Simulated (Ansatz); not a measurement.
# Phonons of Au(100) film of 3 layers

The plan: relax Au(100) film of 3 layers, check its phonons, and, if the lattice is stable, compute its Eliashberg function and ρ(T).

Calculated with Ansatz 0.2.0; DFT PBE, scalar-relativistic, plane waves, PAW; PAW set soft_1.

## (1) Set-up

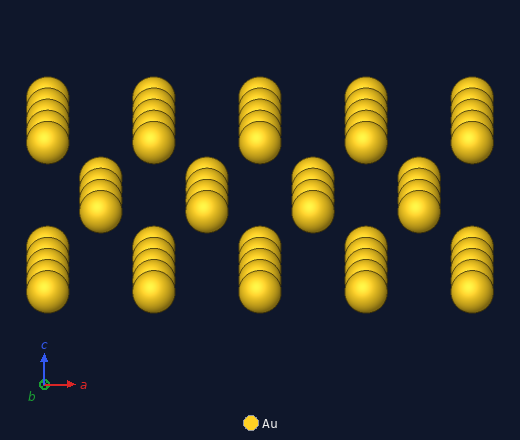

The cell as given, nearly edge on (gold yellow). 4×4×1 cells are drawn. Some periodic images of atoms are drawn too.

The cell holds 3 atoms: 3 Au. Cell: a = 2.885 Å, b = 2.885 Å, c = 15.080 Å, α = 90.0°, β = 90.0°, γ = 90.0°. It derives from Au. Vacuum lies along c.

Structure file:

```cif
data_structure
_symmetry_space_group_name_H-M 'P 1'
_symmetry_Int_Tables_number 1
_cell_length_a 2.8850
_cell_length_b 2.8850
_cell_length_c 15.0800
_cell_angle_alpha 90.000
_cell_angle_beta 90.000
_cell_angle_gamma 90.000
_cell_volume 125.51
loop_
_atom_site_label
_atom_site_type_symbol
_atom_site_fract_x
_atom_site_fract_y
_atom_site_fract_z
_atom_site_occupancy
Au1 Au 0.00000 0.00000 0.36472 1
Au2 Au 0.50000 0.50000 0.50000 1
Au3 Au 0.00000 0.00000 0.63528 1
```

## (2) Relaxing cell and atoms

Lattice constant and positions set the bands and the force constants, so the cell is relaxed first.

File input.yaml:

```yaml
crystal:
  lattice:
    - [2.885, 0.0, 0.0]
    - [0.0, 2.885, 0.0]
    - [0.0, 0.0, 15.08]
  atoms:
    - { symbol: Au, position: [0.0, 0.0, 0.36472149] }
    - { symbol: Au, position: [0.5, 0.5, 0.5] }
    - { symbol: Au, position: [0.0, 0.0, 0.63527851] }
  periodic: [true, true, false]
kpoints:
  mp_grid: { grid: [10, 10, 1] }
hamiltonian:
  xc: pbe
  pseudopotentials: { kind: paw, azcp: { folder: soft_1 } }
scf:
  occupations: { method: gaussian, width: 0.1 }
output:
  forces: true
  stress: true
  eigenvalues: true
relax:
  adjacent_minimum: "off"
  f_tol: 0.005
  max_steps: 80
  cell: { stress_2d_tol: 0.02 }
```

The run is started by

```bash
ansatz run input.yaml --threads 4 --pin off --max-ram 20480MiB --backend cpu --events-out ev --progress --plain --runs-dir out
```

Numbers of over 12 decimals in the logs are rounded to 6 here.

Output:

```text
Warning: crystal.periodic: the lattice vector that does not repeat stood 0.000° off the slab's normal, 15.080 Å along it as the deck builds it. The run solves the slab on a vector along the normal, 31.960 Å long, with every atom where it was (on the deck's vector they left 11.00 Å outside them, and the widest stretch free of ions among them is 2.04 Å). A fractional position that the run reports is one of the run's ce [...]
crystal.periodic: the lattice vector that does not repeat stood 0.000° off the slab's normal, 15.080 Å along it as the deck builds it. The run solves the slab on a vector along the normal, 31.960 Å long, with every atom where it was (on the deck's vector they left 11.00 Å outside them, and the widest stretch free of ions among them is 2.04 Å). A fractional position that the run reports is one of the run's cell, which [...]
Engine: ansatz 0.2.0, aarch64-unknown-linux-gnu
Pseudopotentials: kind: paw
Pseudopotential: Au, paw, valence charge 19, recommended cutoff 420 eV (normal), soft_1/Au.paw.azcp
Functional definition: PBE
  parameter kappa = 0.804
  parameter beta = 0.066725
  exchange = pbe_x(kappa = kappa, mu = beta*pi^2/3)
  correlation = pbe_c(beta = beta)
Crystal: 3 atoms, lattice volume = 266.010 Å³
Basis set: ecut = 420 eV, 5175 PW (Γ), exchange–correlation on 40×40×432 points (8 copies of the dense FFT grid, shifted against one another)
Bands: 35, of which v1, the nominal top of the filled ones, is band 29 counted from 1 (28 counted from 0)
Symmetry: 16 space group operations
Space group: P4/mmm (ITA 123), of the structure as read, at distance tolerance 6.4e-5 Å
k-points: 21 of 100
Non-local potential: Au, projectors of the file, l = 0: 3, l = 1: 2, l = 2: 2, l = 3: 1
PAW form: soft (Blöchl's): semilocal exchange-correlation on the pseudo side does not see the compensation charge
PAW one-centre angular grid: Au, 590 points (default); XC on 64 Gauss nodes
Initial density: superposition of atomic densities (neutral atoms: chi_scale 0, normalization atom)
Initial wavefunctions: pseudopotential atomic-orbital guess
Functional: x = pbe(κ = 0.804, μ = 0.219515), c = pbe(β = 0.066725)
SCF iter   1: F=—  HF=-39453.419924 eV  |F-HF|=—  |Δ(HF+E_count)|=         —  Δρ=2.84e-2  dr2=2.62e0  ethr=3.10e-3  ⟨swp⟩=16.1  Hψ=5360  notcnv=0
preconditioner: auto → LDOS  [metal: Δε(μ)=0.071 eV  Ē_g=8.287 eV  σ=0.100 eV  W_gap=0.37  n_scr=20 (ndim 8)  ℏωp=13.1 eV  f_vac=0.755  D(μ)=0.97/eV (n_scr^D=8)  β→1.0]
SCF iter   2: F=—  HF=-39453.565951 eV  |F-HF|=—  |Δ(HF+E_count)|=   1.46e-1  Δρ=3.12e-2  dr2=2.54e0  ethr=3.10e-3  ⟨swp⟩=3.8  Hψ=2041  notcnv=0  defer=31
SCF iter   3: F=—  HF=-39452.715555 eV  |F-HF|=—  |Δ(HF+E_count)|=   8.50e-1  Δρ=2.44e-3  dr2=1.91e-2  ethr=3.10e-3  ⟨swp⟩=3.5  Hψ=1849  notcnv=0  defer=31
SCF iter   4: F=—  HF=-39452.725750 eV  |F-HF|=—  |Δ(HF+E_count)|=   1.02e-2  Δρ=1.09e-3  dr2=6.37e-3  ethr=3.35e-5  ⟨swp⟩=3.5  Hψ=1945  notcnv=0  defer=31
SCF iter   5: F=—  HF=-39452.724790 eV  |F-HF|=—  |Δ(HF+E_count)|=   9.60e-4  Δρ=3.92e-4  dr2=2.73e-4  ethr=1.12e-5  ⟨swp⟩=3.1  Hψ=1281  notcnv=0  defer=31
SCF iter   6: F=—  HF=-39452.724806 eV  |F-HF|=—  |Δ(HF+E_count)|=   1.63e-5  Δρ=1.12e-4  dr2=2.44e-5  ethr=4.79e-7  ⟨swp⟩=3.2  Hψ=1675  notcnv=0  defer=31
SCF iter   7: F=—  HF=-39452.724815 eV  |F-HF|=—  |Δ(HF+E_count)|=   9.26e-6  Δρ=3.13e-5  dr2=3.28e-6  ethr=4.29e-8  ⟨swp⟩=3.7  Hψ=1652  notcnv=0  defer=31
SCF iter   8: F=—  HF=-39452.724816 eV  |F-HF|=—  |Δ(HF+E_count)|=   7.76e-7  Δρ=6.90e-6  dr2=1.39e-7  ethr=5.75e-9  ⟨swp⟩=3.2  Hψ=1480  notcnv=0  defer=31
iter 9 did not close the SCF: its close was put off until two iterations running show no level that it waits for move by more than its bar (scf_convergence_deferred on its scf_iter line)
SCF iter   9: F=-39452.724816 eV  HF=-39452.724816 eV  |F-HF|=4.95e-9  |Δ(HF+E_count)|=   1.72e-7  Δρ=2.33e-6  dr2=8.37e-9  ethr=1.75e-10  ⟨swp⟩=22.0  Hψ=5076  notcnv=0
iter 10 did not close the SCF: its close was put off until two iterations running show no level that it waits for move by more than its bar (scf_convergence_deferred on its scf_iter line)
SCF iter  10: F=-39452.724816 eV  HF=-39452.724816 eV  |F-HF|=1.16e-10  |Δ(HF+E_count)|=  9.90e-10  Δρ=6.46e-7  dr2=5.09e-10  ethr=1.47e-11  ⟨swp⟩=4.7  Hψ=3002  notcnv=0
SCF iter  11: F=-39452.724816 eV  HF=-39452.724816 eV  |F-HF|=1.24e-10  |Δ(HF+E_count)|=  1.24e-10  Δρ=1.01e-7  dr2=1.47e-11  ethr=1.00e-12  ⟨swp⟩=4.5  Hψ=2972  notcnv=0
SCF 1 converged in 11 iterations: F = -39452.724816 eV  dr2 = 1.47e-11
  greatest PAW one-centre occupation: 1.000 electrons in one spin orbital (limit 2), on the Au atom at site 1 (counted from 0), in its partial waves of l = 0
relax step   1: F+E_penalty+E_count = -39452.72481637 eV  Δ(F+E_penalty+E_count) = +0.000e0 eV  max|allowed force component| = 3.815e-1 eV/Å  Δτ_max = 0.0000 Å  P = -1.418 N/m  Ω = 266.010 Å³  fix = [c, alpha, beta]  reactions: c +0.000 N/m  (11 SCF iters, dr2 threshold 1.00e-7 eV, accepted)
Crystal: 3 atoms, lattice volume = 256.478 Å³
Basis set: ecut = 420 eV, 5055 PW (Γ), exchange–correlation on 40×40×432 points (8 copies of the dense FFT grid, shifted against one another)
Initial density: handed on by an earlier stage of this run
Initial wavefunctions: those handed on with the density
iter 1 solved again at ethr=1.22e-4 eV; its pass at ethr=3.10e-3 eV (dr2=6.95e-2 eV) is discarded
SCF iter   1: F=—  HF=-39452.823397 eV  |F-HF|=—  |Δ(HF+E_count)|=         —  Δρ=5.47e-3  dr2=7.47e-2  ethr=1.22e-4  ⟨swp⟩=3.3  Hψ=5832  notcnv=0
preconditioner: auto → LDOS  [insulator: Δε(μ)=0.254 eV  Ē_g=8.743 eV  σ=0.100 eV  W_gap=0.80  n_scr=20 (ndim 8)  ℏωp=13.3 eV  f_vac=0.742  D(μ)=0.47/eV (n_scr^D=4)  ε∞_Penn≈3.3  β→1.0]
SCF iter   2: F=—  HF=-39452.853550 eV  |F-HF|=—  |Δ(HF+E_count)|=   3.02e-2  Δρ=4.68e-3  dr2=2.37e-1  ethr=1.22e-4  ⟨swp⟩=3.3  Hψ=1690  notcnv=0  recentre
SCF iter   3: F=—  HF=-39452.807471 eV  |F-HF|=—  |Δ(HF+E_count)|=   4.61e-2  Δρ=1.60e-3  dr2=5.72e-3  ethr=1.22e-4  ⟨swp⟩=3.1  Hψ=1745  notcnv=0  defer=9
SCF iter   4: F=—  HF=-39452.807161 eV  |F-HF|=—  |Δ(HF+E_count)|=   3.11e-4  Δρ=2.55e-4  dr2=1.28e-4  ethr=1.00e-5  ⟨swp⟩=3.0  Hψ=1506  notcnv=0  defer=9
SCF iter   5: F=—  HF=-39452.807122 eV  |F-HF|=—  |Δ(HF+E_count)|=   3.88e-5  Δρ=9.54e-5  dr2=1.68e-5  ethr=2.24e-7  ⟨swp⟩=3.3  Hψ=1647  notcnv=0  defer=9
SCF iter   6: F=—  HF=-39452.807120 eV  |F-HF|=—  |Δ(HF+E_count)|=   2.36e-6  Δρ=2.98e-5  dr2=1.43e-6  ethr=2.95e-8  ⟨swp⟩=3.9  Hψ=1771  notcnv=0  defer=9
[...]
iter 1 solved again at ethr=8.86e-6 eV; its pass at ethr=3.10e-3 eV (dr2=5.05e-3 eV) is discarded
SCF iter   1: F=—  HF=-39452.830903 eV  |F-HF|=—  |Δ(HF+E_count)|=         —  Δρ=9.20e-4  dr2=2.67e-3  ethr=8.86e-6  ⟨swp⟩=4.9  Hψ=5314  notcnv=0
preconditioner: auto → LDOS  [insulator: Δε(μ)=0.247 eV  Ē_g=8.892 eV  σ=0.100 eV  W_gap=0.83  n_scr=20 (ndim 8)  ℏωp=13.5 eV  f_vac=0.741  D(μ)=0.51/eV (n_scr^D=6)  ε∞_Penn≈3.3  β→1.0]
SCF iter   2: F=—  HF=-39452.831135 eV  |F-HF|=—  |Δ(HF+E_count)|=   2.32e-4  Δρ=1.04e-3  dr2=2.85e-3  ethr=4.68e-6  ⟨swp⟩=3.1  Hψ=1644  notcnv=0
SCF iter   3: F=—  HF=-39452.830259 eV  |F-HF|=—  |Δ(HF+E_count)|=   8.76e-4  Δρ=1.06e-4  dr2=1.82e-5  ethr=4.68e-6  ⟨swp⟩=3.0  Hψ=1350  notcnv=0
SCF iter   4: F=—  HF=-39452.830283 eV  |F-HF|=—  |Δ(HF+E_count)|=   2.48e-5  Δρ=6.74e-5  dr2=1.12e-5  ethr=3.20e-8  ⟨swp⟩=3.5  Hψ=1750  notcnv=0
SCF iter   5: F=—  HF=-39452.830281 eV  |F-HF|=—  |Δ(HF+E_count)|=   1.90e-6  Δρ=3.29e-5  dr2=2.56e-6  ethr=1.96e-8  ⟨swp⟩=2.9  Hψ=1312  notcnv=0
SCF iter   6: F=—  HF=-39452.830281 eV  |F-HF|=—  |Δ(HF+E_count)|=   4.58e-7  Δρ=1.22e-5  dr2=4.24e-7  ethr=4.48e-9  ⟨swp⟩=3.3  Hψ=1554  notcnv=0
SCF iter   7: F=-39452.830281 eV  HF=-39452.830281 eV  |F-HF|=3.41e-9  |Δ(HF+E_count)|=   1.17e-7  Δρ=1.60e-6  dr2=9.00e-9  ethr=5.26e-10  ⟨swp⟩=12.9  Hψ=4398  notcnv=0
SCF 3 converged in 7 iterations: F = -39452.830281 eV  dr2 = 9.00e-9
relax step   3: F+E_penalty+E_count = -39452.83028088 eV  Δ(F+E_penalty+E_count) = -2.316e-2 eV  max|allowed force component| = 7.648e-2 eV/Å  Δτ_max = 0.0013 Å  P = -0.479 N/m  Ω = 250.110 Å³  energy of the carried Pulay correction = +1.200e-3 eV  fix = [c, alpha, beta]  reactions: c +0.000 N/m  (7 SCF iters, dr2 threshold 3.00e-7 eV, accepted)
[...]
relax step   4: F+E_penalty+E_count = -39452.83172486 eV  Δ(F+E_penalty+E_count) = -1.444e-3 eV  max|allowed force component| = 1.398e-2 eV/Å  Δτ_max = 0.0222 Å  P = +0.040 N/m  Ω = 250.057 Å³  energy of the carried Pulay correction = +1.204e-3 eV  fix = [c, alpha, beta]  reactions: c +0.000 N/m  (6 SCF iters, dr2 threshold 3.00e-7 eV, accepted)
[...]
relax step   5: F+E_penalty+E_count = -39452.83178494 eV  Δ(F+E_penalty+E_count) = -6.009e-5 eV  max|allowed force component| = 5.372e-4 eV/Å  Δτ_max = 0.0041 Å  P = +0.003 N/m  Ω = 249.934 Å³  energy of the carried Pulay correction = +1.214e-3 eV  fix = [c, alpha, beta]  reactions: c +0.000 N/m  (7 SCF iters, dr2 threshold 1.22e-8 eV, accepted)
Initial wavefunctions: pseudopotential atomic-orbital guess (no wavefunctions were taken with the density)
iter 1 solved again at ethr=1.73e-6 eV; its pass at ethr=3.10e-3 eV (dr2=9.87e-4 eV) is discarded
SCF iter   1: F=—  HF=-39452.830599 eV  |F-HF|=—  |Δ(HF+E_count)|=         —  Δρ=7.41e-5  dr2=2.22e-6  ethr=1.73e-6  ⟨swp⟩=5.0  Hψ=8304  notcnv=0
eigensolver tolerance schedule: the retry pair's looser diagonalisation over-reported the residual by 443.52 of it (diagonalisation noise at 0.33 of the residual, at the tolerance the schedule requests for it); recorded, not acted on — ethr = c·dr2/N_el stays at c = 1.0e-1
preconditioner: auto → LDOS  [insulator: Δε(μ)=0.262 eV  Ē_g=8.957 eV  σ=0.100 eV  W_gap=0.85  n_scr=20 (ndim 8)  ℏωp=13.5 eV  f_vac=0.742  D(μ)=0.50/eV (n_scr^D=6)  ε∞_Penn≈3.3  β→1.0]
SCF iter   2: F=—  HF=-39452.830603 eV  |F-HF|=—  |Δ(HF+E_count)|=   4.48e-6  Δρ=1.95e-5  dr2=7.28e-7  ethr=3.90e-9  ⟨swp⟩=4.7  Hψ=2291  notcnv=0
SCF iter   3: F=—  HF=-39452.830603 eV  |F-HF|=—  |Δ(HF+E_count)|=   1.49e-7  Δρ=1.16e-5  dr2=4.24e-7  ethr=1.28e-9  ⟨swp⟩=3.0  Hψ=1616  notcnv=0
SCF iter   4: F=—  HF=-39452.830603 eV  |F-HF|=—  |Δ(HF+E_count)|=   1.01e-7  Δρ=4.57e-6  dr2=5.03e-8  ethr=7.43e-10  ⟨swp⟩=2.8  Hψ=1238  notcnv=0
SCF iter   5: F=—  HF=-39452.830603 eV  |F-HF|=—  |Δ(HF+E_count)|=   9.56e-9  Δρ=4.66e-7  dr2=1.08e-9  ethr=8.83e-11  ⟨swp⟩=3.1  Hψ=1596  notcnv=0
SCF iter   6: F=—  HF=-39452.830603 eV  |F-HF|=—  |Δ(HF+E_count)|=   1.02e-9  Δρ=1.74e-7  dr2=7.31e-11  ethr=1.90e-12  ⟨swp⟩=3.9  Hψ=1680  notcnv=0
SCF iter   7: F=—  HF=-39452.830603 eV  |F-HF|=—  |Δ(HF+E_count)|=    0.00e0  Δρ=4.75e-8  dr2=4.87e-12  ethr=1.00e-12  ⟨swp⟩=1.7  Hψ=885  notcnv=0
SCF iter   8: F=—  HF=-39452.830603 eV  |F-HF|=—  |Δ(HF+E_count)|=  4.37e-11  Δρ=2.86e-8  dr2=2.90e-12  ethr=1.00e-12  ⟨swp⟩=16.0  Hψ=5396  notcnv=0
SCF iter   9: F=-39452.830603 eV  HF=-39452.830603 eV  |F-HF|=6.55e-11  |Δ(HF+E_count)|=  8.00e-11  Δρ=8.03e-9  dr2=1.78e-13  ethr=1.00e-12  ⟨swp⟩=8.3  Hψ=3699  notcnv=0
SCF 6 converged in 9 iterations: F = -39452.830603 eV  dr2 = 1.78e-13
relax step   6: F+E_penalty+E_count = -39452.83060279 eV  Δ(F+E_penalty+E_count) = +1.182e-3 eV  max|allowed force component| = 4.027e-4 eV/Å  Δτ_max = 0.0000 Å  P = +0.000 N/m  Ω = 249.934 Å³  fix = [c, alpha, beta]  reactions: c +0.000 N/m  stress off target by 4.72e-4 N/m on what of the cell is left free  SCF on the basis re-selected at this cell (its energy is not comparable with the rows above)  (9 SCF iters)
basis re-selected at this cell: Δ(F+E_penalty+E_count) = +1.182e-3 eV, ΔP = -0.003 N/m vs the last step (what re-selecting the basis moved, of the pressure what is left beyond the Pulay correction that the steps carried, after the strain that the cell walked since its last selection, with what the two solves' SCF thresholds leave and, on support functions, any second-order correction that the steps lacked; it is no m [...]
SCF converged after 9 iterations
Free energy (F): -39452.830603 eV
Harris-Foulkes:  -39452.830603 eV  (|F-HF|=6.55e-11)
Internal energy: -39452.828096 eV  (E = F + TS)
E sigma→0 (E₀):  -39452.829350 eV
Entropy (-TS):   -0.002507 eV (-0.836 meV/atom)
Fermi energy:    -5.290173 eV
--- Per-component energies (eV) ---
  E_band       = -2065.417991
  E_kinetic    = 1732.998131
  E_local      = -225451.781907  (includes V_loc(G=0)·N_el)
  E_nonlocal   = 294.300280
  E_hartree    = 111665.441313
  E_xc         = -644.032020
  E_vxc        = -781.681492  (∫ρ·V_xc dr)
  E_paw        = -29195.558157  (= ΣΔE_a)
  E_vpaw       = -1190.140408  (= ΣTr[D̂ρ^β])
  E_aug_tail   = 0.004839  (compensation charges beyond the density's cutoff)
  E_ewald      = 102145.799425
  E_smearing   = -0.002507  (= −TS)
  E_closure    = 0.000000  (closes the sum)
  Σ components = -39452.830603   (vs F -39452.830603, Δ=0.00e0)
--- Forces (eV/Å), atoms counted from 1 ---
  atom   1  Au     0.00000000     0.00000000     0.00040271
  atom   2  Au     0.00000000     0.00000000     0.00000000
  atom   3  Au     0.00000000     0.00000000    -0.00040271
  max |Σ_I F_I| component: 0.00e0 eV/Å
--- 2D stress c σ (N/m, compression-positive) ---
        0.000472       0.000000       0.000000
        0.000000       0.000472       0.000000
        0.000000       0.000000       0.000000
  P = ½ c Tr σ = 0.0005 N/m
--- Band table (eV; the first three rows and the last of 21) ---
  k-point 0: bands = [... 25 lower, -6.9462, -6.9431, -6.9431, -6.8340, -6.4992, -4.2639, -0.3714 (-0.3813°), -0.0470 (-0.1003°), ... 2 higher]
  k-point 1: bands = [... 25 lower, -7.2559, -7.1603, -6.9700, -6.8663, -6.1045, -3.6686, -0.2095 (-0.2179°), 0.1562 (0.1000°), ... 2 higher]
  k-point 2: bands = [... 25 lower, -7.4577, -7.4450, -7.2032, -6.9014, -5.3761, -2.4200, 0.2439 (0.2394°), 0.7612 (0.6966°), ... 2 higher]
  k-point 20: bands = [... 25 lower, -5.8906, -5.8904, -1.9769, -1.9769, 0.7558, 0.7558, 1.0657, 1.2445, ... 2 higher]
  ° read free of the cell's end (the report's vacuum.weakly_bound_levels)
--- Relaxed structure (5 steps of the walk, 5 accepted, 1 SCFs on fresh bases) ---
  F+E_penalty+E_count = -39452.83060279 eV   max|allowed force component| = 4.027e-4 eV/Å   (the final SCF, on the basis selected at the relaxed cell)
  cell:  # Å, volume = 249.9339 Å³
    - [2.796464, 0, 0.0]
    - [0, 2.796464, 0.0]
    - [0.0, 0.0, 31.9599997232]
  atoms:
    - { symbol: Au, position: [0, 0, 0.166519] }
    - { symbol: Au, position: [0.500000, 0.500000, 0.235920] }
    - { symbol: Au, position: [0, 0, 0.305321] }
```

It took 26 s on 4 threads of Arm Neoverse V1, shared host; peak memory 0.63 GiB.

Relaxation path:

```csv
step,energy less that of the first step (eV),largest force component (eV/Å),volume (Å³)
1,0.0000,0.3815,266.01
2,-0.0823,0.1986,256.48
3,-0.1055,0.0765,250.11
4,-0.1069,0.0140,250.06
5,-0.1070,0.0005,249.93
6*,-0.1058,0.0004,249.93
```

Relaxation steps marked * repeat the geometry before them on a plane-wave basis chosen anew for their cell, so energy and pressure can jump there.

Forces are held to the 16 operations that the run works with; a distortion that breaks them can't arise in this run.

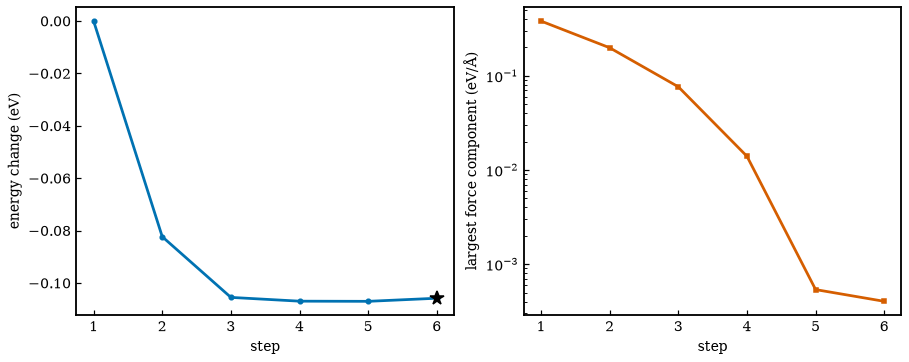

Energy and largest force along the relaxation. Stars mark steps on a basis chosen anew.

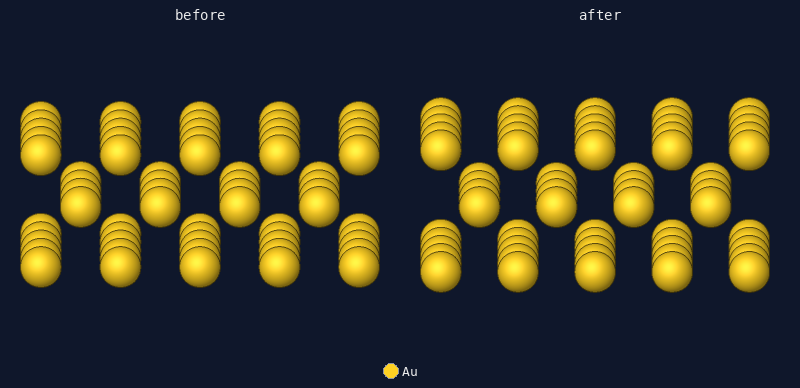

The structure before and after the relaxation, drawn at the same scale.

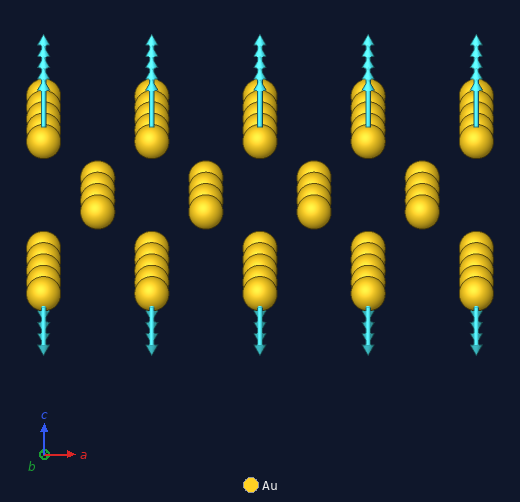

Displacements in the relaxation, exaggerated, measured against the changing cell; the longest in the cell stands for 0.18 Å. 4×4×1 cells are drawn. Some periodic images of atoms are drawn too.

```csv
cell as run,before,after,change
a (Å),2.885,2.796,-3.1 %
b (Å),2.885,2.796,-3.1 %
```

The atoms that moved most (Å, along periodic axes as changes of fractional coordinates times the final cell, across vacuum about the mean position):

```csv
atom,dx,dy,dz,length
Au3,0.000,0.000,0.178,0.178
Au1,0.000,0.000,-0.178,0.178
```

The relaxed structure:

```xyz
3
Lattice="2.7965 0.0000 0.0000 0.0000 2.7965 0.0000 0.0000 0.0000 31.9600" Properties=species:S:1:pos:R:3
Au    0.0000    0.0000    5.3219
Au    1.3982    1.3982    7.5400
Au    0.0000    0.0000    9.7581
```

Numbers from this step:

```
metallic on mesh  : yes
gap on the k-mesh : 0 eV
```

The relaxation ends with a largest force component of 4.0e-4 eV/Å.

[end of part 1 of 3]

[Logs are printed without paths, hosts, clocks, repeated set-up lines and the standing remarks that a program may print on its own settings, such as how far it seeks lower states.]

[Hosts, paths, dates, database ids (printed as entryN), source tags and the programs' standing remarks are cut or masked in the printed files.]
